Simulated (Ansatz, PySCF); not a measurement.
Pulling on the C2–H6 bond in CH6Sn (SMILES [CH3][SnH3]) (multiplicity 1 held, fragments rigid). Energies count from the point at 1.089 Å.
Geometry at that point (charge 0, multiplicity 1):
```xyz
8

Sn    -0.30086     0.03246    -0.00631
C      1.84448    -0.19897     0.03870
H     -0.97629    -0.97576    -1.21696
H     -0.71003     1.66120    -0.35004
H     -0.97129    -0.39875     1.51123
H      2.09941    -1.23461     0.25727
H      2.26881     0.44304     0.80881
H      2.26563     0.07595    -0.92689
```

R- and RO- levels are restricted; in cc, def2 and unpolarised 6-31G sets they are followed outwards from rest. Unrestricted levels (U-) break spin symmetry where that is lower. Active spaces are followed from a long bond inwards. Curves can end on different states.

Frozen-core correlation. Filled d and f shells under p-block atoms count as core. Rows in 3-21G, LANL2DZ carry no dispersion term and start afresh at each structure; the Pople sets are all-electron and without relativity. LANL2DZ brings its own core potentials from Na on.

Codes used: Ansatz (an electronic-structure program); PySCF for 3-21G rows, LANL2DZ rows.  In def2 rows elements past Kr take small-core potentials, without spin–orbit coupling.

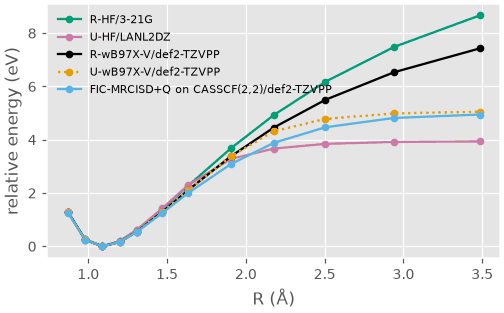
*Relative energy along the coordinate*

Q: Read off the U-HF/LANL2DZ curve at R = 3.484.

A: about 3.9 eV

Doubts at one or more of the structures used: a restricted determinant that unrestricted orbitals would lower (R-HF/3-21G, R-wB97X-V/def2-TZVPP); a spin-contaminated determinant (U-HF/LANL2DZ, U-wB97X-V/def2-TZVPP).
